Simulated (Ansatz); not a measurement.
The parent structure is BP in the zinc blende structure (space group F-43m, No. 216; a = 4.491 Å). Axes: x, y, z lie along the cube axes.

One thing is altered: biaxial strain +0.83 %, plane normal [111], relaxed out of plane (Cartesian); in-plane vectors clamped, the third vector and the atoms free.

Level of theory: LDA (Ansatz, a quantum-chemistry and plane-wave program; PAW; 420 eV plane waves; spin-orbit coupling left out).

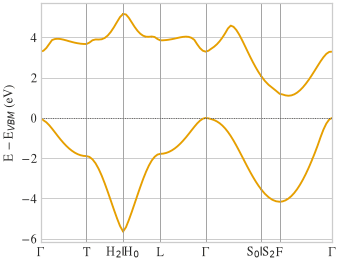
Figure: Highest valence and lowest conduction band along the path of the changed cell's own zone

Question: From the figure, how large is the changed gap, and is it direct?

Answer: About 1.1 eV, indirect, Γ → F–Γ (17 % along).

Whether these cells are dynamically stable was not tested. k-point labels follow each cell's own Brillouin zone.
